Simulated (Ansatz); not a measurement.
# AsNH2 (triplet): one geometry, many settings

Aim: run AsNH2 (triplet) at one geometry under a spread of methods and options, and see what each costs and gives.

The runs use Ansatz 0.2.0, Gaussian basis; the settings change from run to run.

18 further runs of the same task are left out: 1 for a mislabelled method, 5 that didn't finish, 12 set aside as unsound or not needed.

## (1) The geometry

The geometry is a PBE0/def2-TZVP stationary point (not a proven minimum) of the parent state, kept for this charge and spin. No spin-orbit coupling is included. The filled d shell of As may be among the frozen orbitals whatever the setting's name suggests; the logs give the count.

4 atoms, charge 0, spin multiplicity 3.

Atoms are counted from 1 here; the program's logs count them from 0.

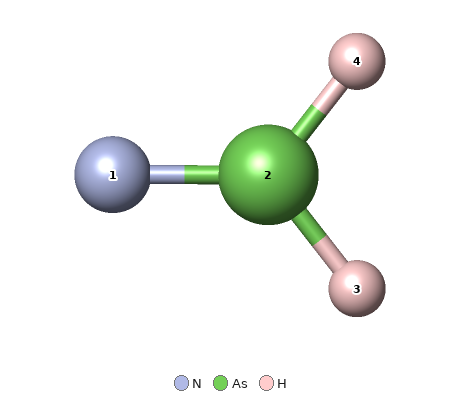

The geometry (nitrogen light blue, arsenic green, hydrogen pink); atoms are numbered from 1 in the order of the file.

Coordinates:

```xyz
4

N     0.0000    0.0000    1.4062
As    0.0000    0.0000   -0.2315
H     0.0000   -1.2004   -1.1651
H     0.0000    1.2004   -1.1651
```

## (2) MRCISD+Q(2,3)/STO-3G

Contents of in.yaml:

```yaml
crystal:
  periodic: [false, false, false]
  atoms:
    - {symbol: N, position_ang: [0.000000, 0.000000, 1.406167]}
    - {symbol: As, position_ang: [0.000000, 0.000000, -0.231535]}
    - {symbol: H, position_ang: [0.000000, -1.200353, -1.165136]}
    - {symbol: H, position_ang: [0.000000, 1.200353, -1.165136]}
basis:
  gaussian: {orbitals: STO-3G}
magnetization: {spin_polarized: false, initial_magnetization: 2}
correlation: {method: fic_mrcisd_q, electrons: all, active_space: {window: {electrons: 2, orbitals: 3}, states: [{multiplicity: 3, weights: [0.5, 1]}], root: 1}}
```

Started as:

```sh
> ansatz run in.yaml --threads 1 --pin off --events-out ev --progress --plain --max-ram 2393MiB
```

What it wrote, cut to the lines that bear on the results:

```text
Functional definition: HF
  name "HF"
  cite "Fock, Z. Phys. 61, 126 (1930) doi:10.1007/BF01340294"
  parent pbe
[...]
347 factors; integrals over basis functions are off by at most 4.4e-8 eV
[...]
mean field -61607.23192182 eV, -2264.0240142451 hartree, gradient 2.9e-6 eV, S^2 2.000000; 1 other end points of the search recorded, 0 dependent functions left out
reference -61607.23192182 eV, -2264.0240142451 hartree; 22, 20 occupied and 3, 5 virtual orbitals, 347 factors
state -61606.76836586 eV, -2264.0069788778 hartree
state -61601.89580853 eV, -2263.8279156987 hartree
contracted CI cycle   1: correlation 0.00000000 eV, 0.0000000000 hartree, residual 9.67e0 eV
contracted CI cycle   2: correlation -2.27818736 eV, -0.0837218414 hartree, residual 2.66e0 eV
contracted CI cycle   3: correlation -2.45739403 eV, -0.0903075650 hartree, residual 7.88e-1 eV
contracted CI cycle   4: correlation -2.47315112 eV, -0.0908866271 hartree, residual 2.49e-1 eV
contracted CI cycle   5: correlation -2.47504354 eV, -0.0909561723 hartree, residual 1.07e-1 eV
contracted CI cycle   6: correlation -2.47533022 eV, -0.0909667077 hartree, residual 3.98e-2 eV
contracted CI cycle   7: correlation -2.47536854 eV, -0.0909681159 hartree, residual 1.42e-2 eV
contracted CI cycle   8: correlation -2.47537426 eV, -0.0909683263 hartree, residual 6.10e-3 eV
contracted CI cycle   9: correlation -2.47537501 eV, -0.0909683537 hartree, residual 1.80e-3 eV
state -61606.76836586 eV, -2264.0069788778 hartree; corrected -61609.45158350 eV, -2264.1055853074 hartree
contracted CI cycle   1: correlation 0.00000000 eV, 0.0000000000 hartree, residual 1.10e1 eV
contracted CI cycle   2: correlation -3.06341399 eV, -0.1125783875 hartree, residual 4.02e0 eV
contracted CI cycle   3: correlation -3.66808163 eV, -0.1347995136 hartree, residual 1.60e0 eV
contracted CI cycle   4: correlation -3.76000109 eV, -0.1381774913 hartree, residual 7.80e-1 eV
contracted CI cycle   5: correlation -3.77709788 eV, -0.1388057867 hartree, residual 2.42e-1 eV
contracted CI cycle   6: correlation -3.77912879 eV, -0.1388804214 hartree, residual 1.09e-1 eV
contracted CI cycle   7: correlation -3.77975644 eV, -0.1389034871 hartree, residual 7.20e-2 eV
contracted CI cycle   8: correlation -3.77997267 eV, -0.1389114334 hartree, residual 4.10e-2 eV
contracted CI cycle   9: correlation -3.78002073 eV, -0.1389131996 hartree, residual 1.71e-2 eV
contracted CI cycle  10: correlation -3.78002737 eV, -0.1389134437 hartree, residual 6.74e-3 eV
contracted CI cycle  11: correlation -3.78002820 eV, -0.1389134741 hartree, residual 2.25e-3 eV
contracted CI cycle  12: correlation -3.78002830 eV, -0.1389134778 hartree, residual 7.88e-4 eV
state -61601.89580853 eV, -2263.8279156987 hartree; corrected -61606.40763320 eV, -2263.9937221972 hartree
Total energy: -61606.40763320 eV, -2263.9937221972 hartree
```

It took 0.81 s on 1 thread of Arm Neoverse V1, shared host.

From the report: 2 determinants; active occupations (of the averaged states) 1.00, 0.67, 0.33.

## (3) CASSCF(4,5)/6-31G

Changes to in.yaml since step 2:

```diff
@@ -8,4 +8,4 @@
 basis:
-  gaussian: {orbitals: STO-3G}
+  gaussian: {orbitals: 6-31G}
 magnetization: {spin_polarized: false, initial_magnetization: 2}
-correlation: {method: fic_mrcisd_q, electrons: all, active_space: {window: {electrons: 2, orbitals: 3}, states: [{multiplicity: 3, weights: [0.5, 1]}], root: 1}}
+correlation: {active_space: {window: {electrons: 4, orbitals: 5}}}
```

Launched as before.

What it wrote:

```text
Functional definition: HF
  name "HF"
  cite "Fock, Z. Phys. 61, 126 (1930) doi:10.1007/BF01340294"
  parent pbe
  exchange = exact_x
  correlation = 0
449 factors; integrals over basis functions are off by at most 4.3e-4 eV
mean field evaluation 1: about -62289.9362 eV, gradient 2.5e1 eV
mean field evaluation 2: about -62289.9717 eV, gradient 2.5e1 eV
mean field evaluation 4: about -62293.0891 eV, gradient 2.8e0 eV
mean field evaluation 8: about -62293.3446 eV, gradient 1.2e0 eV
mean field evaluation 16: about -62293.3757 eV, gradient 9.1e-7 eV
mean field evaluation 32: about -62290.2718 eV, gradient 6.0e-4 eV
mean field evaluation 64: about -62291.7812 eV, gradient 1.9e-2 eV
mean field -62293.37574111 eV, -2289.2393345192 hartree, gradient 8.8e-6 eV, S^2 2.000000; 7 other end points of the search recorded, 0 dependent functions left out
reference -62293.37574111 eV, -2289.2393345192 hartree; 22, 20 occupied and 20, 22 virtual orbitals, 449 factors
state -62294.10426893 eV, -2289.2661074229 hartree
Total energy: -62294.10426893 eV, -2289.2661074229 hartree
```

Wall time 3.9 s (1 thread of Arm Neoverse V1, shared host).

From the report: 100 determinants; active occupations 1.97, 1.00, 0.99, 0.03, 0.01.

## (4) NEVPT2(2,6)/cc-pVDZ

Changes to in.yaml since step 3:

```diff
@@ -8,4 +8,5 @@
 basis:
-  gaussian: {orbitals: 6-31G}
+  gaussian: {orbitals: cc-pVDZ}
 magnetization: {spin_polarized: false, initial_magnetization: 2}
-correlation: {active_space: {window: {electrons: 4, orbitals: 5}}}
+correlation: {method: sc_nevpt2, electrons: outside_noble_gas, active_space: {window: {electrons: 2, orbitals: 6}}}
+output: {forces: true}
```

Launched as before.

What it wrote, cut to the lines that bear on the results:

```text
Functional definition: HF
  name "HF"
  cite "Fock, Z. Phys. 61, 126 (1930) doi:10.1007/BF01340294"
  parent pbe
[...]
551 factors; integrals over basis functions are off by at most 8.9e-4 eV
[...]
mean field -62303.21718275 eV, -2289.6010008286 hartree, gradient 2.8e-6 eV, S^2 2.000000; 7 other end points of the search recorded, 0 dependent functions left out
reference -62303.21718275 eV, -2289.6010008286 hartree; 22, 20 occupied and 29, 31 virtual orbitals, 551 factors
state -62303.38878023 eV, -2289.6073069198 hartree
state -62303.38878023 eV, -2289.6073069198 hartree; corrected -62309.54574588 eV, -2289.8335712340 hartree
[...]
Total energy: -62309.54574588 eV, -2289.8335712340 hartree
Atom 0 at     0.000000     0.000000     1.406167 Å, force    -0.000000     0.000000     5.709504 eV/Å
Atom 1 at     0.000000     0.000000    -0.231535 Å, force     0.000000     0.000000    -7.316288 eV/Å
Atom 2 at     0.000000    -1.200353    -1.165136 Å, force     0.000000     0.359352     0.803392 eV/Å
Atom 3 at     0.000000     1.200353    -1.165136 Å, force    -0.000000    -0.359352     0.803392 eV/Å
Dipole moment:     0.000000     0.000000    -0.648813 e Å
```

It took 9 s on 1 thread of Arm Neoverse V1, shared host.

From the report: 10 determinants; active occupations 1.00, 1.00, 0.00, 0.00, 0.00, 0.00.

## (5) CCSD on ROHF/cc-pVDZ

Changes to in.yaml since step 4:

```diff
@@ -10,3 +10,3 @@
 magnetization: {spin_polarized: false, initial_magnetization: 2}
-correlation: {method: sc_nevpt2, electrons: outside_noble_gas, active_space: {window: {electrons: 2, orbitals: 6}}}
-output: {forces: true}
+correlation: {method: ccsd, electrons: outside_noble_gas, diis_vectors: 4}
+accuracy: high
```

Launched as before.

What it wrote, cut to the lines that bear on the results:

```text
Functional definition: HF
  name "HF"
  cite "Fock, Z. Phys. 61, 126 (1930) doi:10.1007/BF01340294"
  parent pbe
[...]
1075 factors; integrals over basis functions are off by at most 4.5e-9 eV
[...]
mean field -62303.21741327 eV, -2289.6010093001 hartree, gradient 3.4e-8 eV, S^2 2.000000; 8 other end points of the search recorded, 0 dependent functions left out
[...]
determinant -62303.21741327 eV, -2289.6010093001 hartree, with singles and doubles -62310.69443080 eV, -2289.8757846264 hartree
determinant -62302.00675820 eV, -2289.5565185471 hartree, with singles and doubles -62309.32899126 eV, -2289.8256056486 hartree
determinant -62300.65900436 eV, -2289.5069895067 hartree, with singles and doubles -62308.19569153 eV, -2289.7839576518 hartree
determinant -62300.47075517 eV, -2289.5000714766 hartree, with singles and doubles -62308.65245641 eV, -2289.8007434515 hartree
15 core orbitals not correlated: weight in the atoms' cores, before any rotation towards them, 0.998 or more for the frozen orbitals, at most 0.001 for the correlated occupied ones
reference -62303.21741327 eV, -2289.6010093001 hartree; 7, 5 occupied and 29, 31 virtual orbitals, 1075 factors
second order -6.40453449 eV of doubles, -0.18226016 eV of singles
cycle   1  -7.47680294 eV  change    2.1e-4 eV  update   1.3e-3
[...]
cycle  20  -7.47750138 eV  change   6.4e-11 eV  update  4.0e-10
Total energy: -62310.69491465 eV, -2289.8758024076 hartree
```

It took 10 s on 1 thread of Arm Neoverse V1, shared host.

From the report: correlation -7.4775 eV; T1 0.035; largest double amplitude 0.05.

## (6) BCCD(T)/cc-pVDZ

Contents of in.yaml:

```yaml
crystal:
  periodic: [false, false, false]
  atoms:
    - {symbol: N, position_ang: [0.000000, 0.000000, 1.406167]}
    - {symbol: As, position_ang: [0.000000, 0.000000, -0.231535]}
    - {symbol: H, position_ang: [0.000000, -1.200353, -1.165136]}
    - {symbol: H, position_ang: [0.000000, 1.200353, -1.165136]}
basis:
  gaussian: {orbitals: cc-pVDZ, point_charges: [{charge: 0.50, position_ang: [4.635, -0.932, 0.239]}]}
magnetization: {spin_polarized: true, initial_magnetization: 2}
hamiltonian: {xc: {name: PBE}}
correlation: {method: bccd_t, electrons: outside_noble_gas, diis_vectors: 1}
accuracy: high
scf: {lower_state_search: off}
output: {forces: true}
```

Same command.

What it wrote, cut to the lines that bear on the results:

```text
Functional definition: PBE
  name "PBE"
  cite "Perdew, Burke & Ernzerhof, Phys. Rev. Lett. 77, 3865 (1996) doi:10.1103/PhysRevLett.77.3865"
  parent pbe
[...]
1075 factors; integrals over basis functions are off by at most 4.5e-9 eV
[...]
mean field -62346.77607412 eV, -2291.2017605613 hartree, gradient 4.3e-8 eV, S^2 2.003979; 0 other end points of the search recorded, 0 dependent functions left out
15 core orbitals not correlated: weight in the atoms' cores, before any rotation towards them, 0.998 or more for the frozen orbitals, at most 0.001 for the correlated occupied ones
reference -62302.60879120 eV, -2289.5786428517 hartree; 7, 5 occupied and 29, 31 virtual orbitals, 1075 factors
second order -7.04067315 eV of doubles, -0.45919502 eV of singles
cycle   1  -7.54793150 eV  change   -4.9e-2 eV  update   8.5e-2
[...]
cycle  68  -7.86683059 eV  change  -2.6e-11 eV  update   1.4e-9
perturbative correction -0.25142766 eV, -0.0092397961 hartree
[...]
Total energy: -62310.72704946 eV, -2289.8769833397 hartree
Atom 0 at     0.000000     0.000000     1.406167 Å, force    -0.033203    -0.025798     6.668469 eV/Å
Atom 1 at     0.000000     0.000000    -0.231535 Å, force     0.264176     0.031019    -7.875722 eV/Å
Atom 2 at     0.000000    -1.200353    -1.165136 Å, force    -0.114718     0.162047     0.588525 eV/Å
Atom 3 at     0.000000     1.200353    -1.165136 Å, force    -0.088106    -0.179820     0.592464 eV/Å
Dipole moment:    -0.069360     0.014707    -0.556675 e Å
Checks for a lower state left out: starts, cluster_reference, orbital_swaps, neighbouring_geometries, increment
```

It took 27 s on 1 thread of Arm Neoverse V1, shared host; peak memory 0.31 GiB.

From the report: ⟨S²⟩ of the determinant 2.004 (pure triplet: 2.00); correlation -8.1183 eV; largest double amplitude 0.05.

## (7) All runs side by side

Where basis and cores are those of an earlier UCCSDT(Q)/cc-pVDZ run (-62310.9869 eV), and the state is the same kind, the miss against it is given.

| level | correlated | functions | energy (eV) | from UCCSDT(Q) (meV) | time |
| --- | --- | --- | --- | --- | --- |
| MRCISD+Q(2,3)/STO-3G (excited root 1 of an average) | all | 25 | -61606.4076 |  | 0.81 s |
| CASSCF(4,5)/6-31G |  | 42 | -62294.1043 |  | 3.9 s |
| NEVPT2(2,6)/cc-pVDZ | outside noble gas | 51 | -62309.5457 | 1441.2 | 9 s |
| CCSD on ROHF/cc-pVDZ | outside noble gas | 51 | -62310.6949 | 292.0 | 10 s |
| BCCD(T)/cc-pVDZ (beside a point charge, on PBE orbitals) | outside noble gas | 51 | -62310.7270 |  | 27 s |

## (8) Outcome

| quantity | value |
| --- | --- |
| runs | 5 |
| quickest | MRCISD+Q(2,3)/STO-3G (excited root 1 of an average), 0.81 s |
| slowest | BCCD(T)/cc-pVDZ (beside a point charge, on PBE orbitals), 27 s |

**Reading.** Total energies in different bases, with other cores or another treatment of relativity can't be set against each other. BCCD(T)/cc-pVDZ (beside a point charge, on PBE orbitals) took 33 times as long as MRCISD+Q(2,3)/STO-3G (excited root 1 of an average); the jobs differ in more than the method. Among the correlated runs with a miss given, it spans +292 to +1441 meV.
